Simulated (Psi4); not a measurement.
**GeClF (SMILES [F][Ge][Cl]) at B2PLYP/def2-TZVP (density fitting for correlation)**

Aim: the vertical ionisation energy of GeClF at B2PLYP/def2-TZVP (density fitting for correlation), from 2 runs. 

Program for the calculation: Psi4 1.11.

1 further run of the same task is left out (set aside as unsound or not needed). Runs told in other sessions of the task aren't counted.

## (1) The structure to begin with

The species is GeClF (3 atoms), meant as a singlet with charge 0. As SMILES, `[F][Ge][Cl]`. The shape is that of a PBE0-D4/def2-TZVP optimisation.

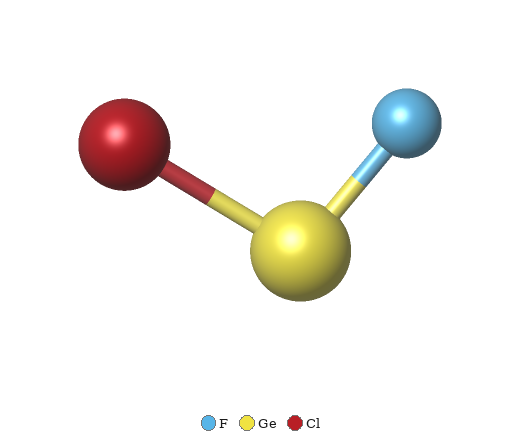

Viewed from a chosen angle; fluorine blue, germanium yellow, chlorine red.

## (2) A single-point energy at B2PLYP/def2-TZVP (density fitting for correlation)

Contents of clfge.xyz:

```xyz
3
ClFGe
F      0.110400     1.418700     0.206200
Ge    -0.762800     0.035600    -0.410300
Cl     0.641600    -1.519100     0.191000
```

Contents of clfge_ase.py:

```python
import numpy as np
from ase.calculators.psi4 import Psi4
from ase.io import read

atoms = read('clfge.xyz')
calc = Psi4(atoms=atoms, method='b2plyp', basis='def2-TZVP', memory='2200MB', num_threads=1, charge=0, multiplicity=1, label='psi4-calc', reference='rks')
calc.psi4.set_options({'puream': True, 'e_convergence': 1e-09, 'd_convergence': 1e-08, 'scf_type': 'pk', 'dft_radial_points': 99, 'dft_spherical_points': 590, 'num_frozen_docc': 15})
atoms.calc = calc

print(f'energy: {atoms.get_potential_energy():.6f} eV')
```

Launch:

```
python clfge_ase.py
```

psi4-calc.dat:

```text
[...]
  Running in c1 symmetry.
[...]
  Nuclear repulsion =  246.377351934708940
[...]
  Multiplicity = 1
[...]
  Nalpha       = 29
  Nbeta        = 29
[...]
    Number of basis functions: 116
[...]
   @RKS iter   1: -2635.21067992503913   -2.82608e+00   2.43398e-02 ADIIS/DIIS
[...]
   @RKS iter  12: -2636.42694919158475   -4.54747e-13   4.69847e-09 DIIS
[...]
    Orbital Energies [Eh]
    ---------------------
    Doubly Occupied:
       1A   -401.526847     2A   -102.902480     3A    -50.825141
       4A    -45.165991     5A    -45.164409     6A    -45.163537
       7A    -25.335542     8A     -9.909046     9A     -7.546260
      10A     -7.544319    11A     -7.543398    12A     -6.683300
      13A     -4.775085    14A     -4.770449    15A     -4.767369
      16A     -1.459788    17A     -1.450737    18A     -1.450570
      19A     -1.447694    20A     -1.443327    21A     -1.312875
      22A     -0.932179    23A     -0.621437    24A     -0.517358
      25A     -0.510253    26A     -0.486614    27A     -0.396073
      28A     -0.390668    29A     -0.346048
[...]
  @RKS Final Energy: -2636.42694919158475
   => Energetics <=
    Nuclear Repulsion Energy =            246.3773519347089405
    One-Electron Energy =               -4161.1049784376700700
    Two-Electron Energy =                1334.3989131350049320
    DFT Exchange-Correlation Energy =     -56.0982358236284568
    Empirical Dispersion Energy =           0.0000000000000000
    VV10 Nonlocal Energy =                  0.0000000000000000
    Total Energy =                      -2636.4269491915847539
[...]
 Multipole Moments:
 ------------------------------------------------------------------------------------
     Multipole            Electronic (a.u.)      Nuclear  (a.u.)        Total (a.u.)
 ------------------------------------------------------------------------------------
 L = 1.  Multiply by 2.5417464519 to convert [e a0] to [Debye]
 Dipole X            :         -4.4994279            3.6612873           -0.8381406
 Dipole Y            :          2.2590155           -2.3487300           -0.0897144
 Dipole Z            :         -2.2075182            1.7435919           -0.4639263
 Magnitude           :                                                    0.9621621
[...]
```

The script printed:

```text
energy: -71746.719429 eV
```

It took 8.7 s on 1 thread of Intel Xeon 6975P-C (Granite Rapids), shared host; peak memory 0.75 GiB.

## (3) The doublet cation

Contents of clfge.in:

```
memory 2200 MB

molecule mol {
  1 2
  F      0.110400     1.418700     0.206200
  Ge    -0.762800     0.035600    -0.410300
  Cl     0.641600    -1.519100     0.191000
  symmetry c1
}

set {
  basis                def2-TZVP
  reference            uks
  puream               true
  e_convergence        1e-09
  d_convergence        1e-08
  scf_type             pk
  dft_radial_points    99
  dft_spherical_points 590
  num_frozen_docc      15
  maxiter              100
}

result, w = energy("b2plyp", return_wfn=True)
print_variables()
```

Launch:

```
psi4 clfge.in clfge.out -n 1
```

clfge.out:

```text
[...]
  Running in c1 symmetry.
[...]
  Nuclear repulsion =  246.377351934708940
[...]
  Multiplicity = 2
[...]
  Nalpha       = 29
  Nbeta        = 28
[...]
    Number of basis functions: 116
[...]
   @UKS iter   1: -2634.71623547534182   -2.33164e+00   2.44864e-02 ADIIS/DIIS
[...]
   @UKS iter  19: -2636.03540771999133   -4.72937e-11   6.35347e-09 DIIS
[...]
   @S^2 Observed:                7.702223892E-01
[...]
    Orbital Energies [Eh]
    ---------------------
    Alpha Occupied:
       1A   -401.836309     2A   -103.197857     3A    -51.132047
       4A    -45.473195     5A    -45.471875     6A    -45.470388
       7A    -25.598005     8A    -10.199975     9A     -7.846158
      10A     -7.832626    11A     -7.832241    12A     -6.990335
      13A     -5.082184    14A     -5.077959    15A     -5.073495
      16A     -1.761838    17A     -1.757363    18A     -1.756854
      19A     -1.754192    20A     -1.749956    21A     -1.569389
      22A     -1.214672    23A     -0.890462    24A     -0.775850
      25A     -0.754567    26A     -0.753135    27A     -0.655532
      28A     -0.653505    29A     -0.647063
    Alpha Virtual:
[...]
  @UKS Final Energy: -2636.03540771999133
   => Energetics <=
    Nuclear Repulsion Energy =            246.3773519347089405
    One-Electron Energy =               -4144.4945061358530438
    Two-Electron Energy =                1318.0152537046208181
    DFT Exchange-Correlation Energy =     -55.9335072234679629
    Empirical Dispersion Energy =           0.0000000000000000
    VV10 Nonlocal Energy =                  0.0000000000000000
    Total Energy =                      -2636.0354077199917811
  UHF NO Occupations:
  HONO-2 :   27  A 1.9988659
  HONO-1 :   28  A 1.9916934
[...]
 Multipole Moments:
 ------------------------------------------------------------------------------------
     Multipole            Electronic (a.u.)      Nuclear  (a.u.)        Total (a.u.)
 ------------------------------------------------------------------------------------
 L = 1.  Multiply by 2.5417464519 to convert [e a0] to [Debye]
 Dipole X            :         -5.1914799            4.0496531           -1.1418268
 Dipole Y            :          1.8782988           -2.3583850           -0.4800862
 Dipole Z            :         -0.0000000            0.0000000           -0.0000000
 Magnitude           :                                                    1.2386490
[...]
```

Run time: 16 s. Hardware: 1 thread of Intel Xeon 6975P-C (Granite Rapids), shared host; peak memory 0.73 GiB.

## (4) Outcome

At B2PLYP/def2-TZVP (density fitting for correlation), 15 core orbitals frozen:

| quantity | value |
| --- | --- |
| singlet GeClF: total energy | -2636.64333 Eh |
| singlet GeClF: HOMO energy (SCF part's orbitals) | -9.42 eV |
| singlet GeClF: LUMO energy (SCF part's orbitals) | -1.74 eV |
| singlet GeClF: HOMO–LUMO gap (SCF part's orbitals) | 7.68 eV |
| doublet cation: total energy | -2636.24536 Eh |
| doublet cation: HOMO energy (SCF part's orbitals) (highest over α and β) | -17.33 eV |
| doublet cation: LUMO energy (SCF part's orbitals) (lowest over α and β) | -11.89 eV |
| doublet cation: ⟨S²⟩ | 0.770 |
| vertical ionisation energy (to the doublet cation) | 10.829 eV |

Removing an electron at fixed nuclei costs 10.83 eV (250 kcal/mol). The negative HOMO energy of the first species, 9.42 eV, lies 1.41 eV below that difference.
